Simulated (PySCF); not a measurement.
Vertical excitations of a molecule C₄H₅FSi from TDA-PBE/def2-SVPD run with PySCF, as energy in eV (oscillator strength): 4.74 (0.000), 5.29 (0.212), 5.64 (0.001), 5.73 (0.029), 5.73 (0.002), 6.28 (0.004), 6.73 (0.135), 6.74 (0.003), 7.09 (0.080), 7.15 (0.005). Lowest triplet (TDA): 3.28 eV. The structure is a stationary point at ωB97X-D3(BJ)/def2-SVP. Other conformers were not sampled.

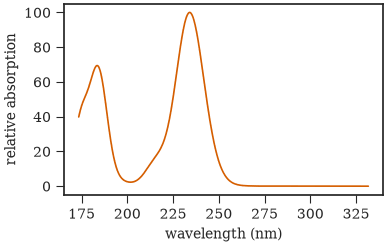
The lines broadened by 0.4 eV.

Problem. Which structure fits?
A. C#C/C=C\[SiH2]F
B. C#C[Si@H](F)C=C
C. FC1=C[SiH2]C=C1
D. C#C/C([SiH3])=C\F

Solution. A, C#C/C=C\[SiH2]F
